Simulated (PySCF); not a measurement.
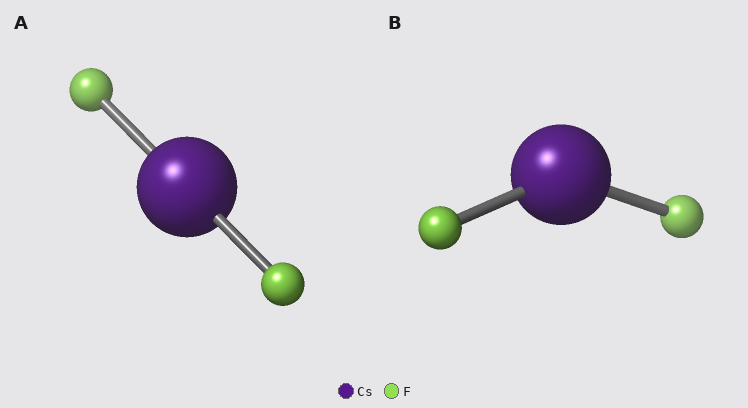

Stationary points of one species (charge −1), found from the start shapes linear, bent. Spin states: A singlet, B singlet. Method: RKS-based PBE0, Cs def2-TZVPD with ECP46, F def2-TZVPD; scalar-relativistic core potentials; density fitting (PySCF 2.14.0).

Which are minima, and which are saddle points?

A (D∞h): a saddle point with 2 imaginary frequencies. B (C2v): a minimum.

Give the electronic energies above the lowest point found, and say which start shapes lead to each (saddle points were followed downhill).

| panel | energy (kJ/mol) | reached from |
| --- | --- | --- |
| A | 2.1 | linear |
| B | 0.0 | linear, bent |
